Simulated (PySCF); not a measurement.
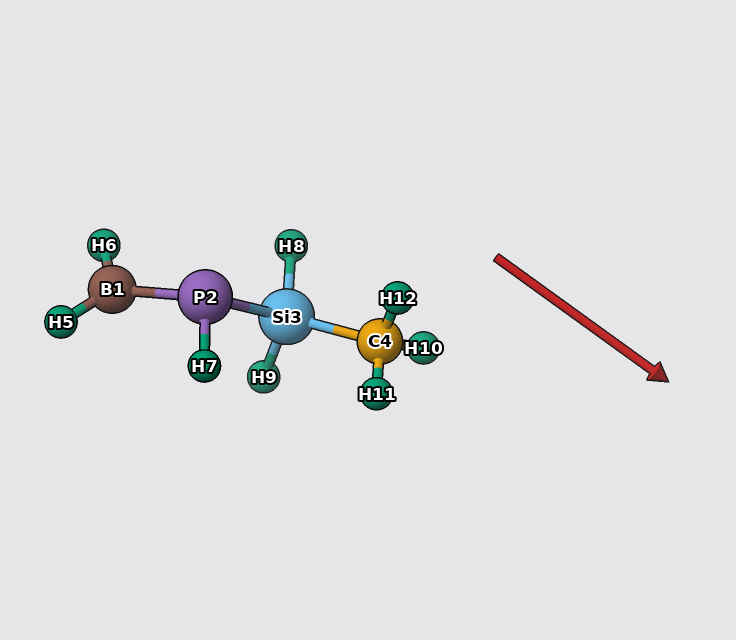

The arrow beside the molecule shows the direction of the dipole moment, from the negative to the positive end (its length means nothing). The geometry was computed by an optimisation with GFN2-xTB. No frequency run is at hand to confirm it as a minimum. Properties computed with PBE0/pcSseg-1, gas phase (PySCF 2.14.0).

Question: Estimate the dipole moment.

Answer: 1.69 D; it points from the side of H5, H6 to the side of H10 (the outermost atoms at the two ends).

The geometry is semi-empirical. Around B, P, Si such bond lengths and angles can be off by a tenth of an ångström or more and by several degrees, and values that hang on the shape move with them.
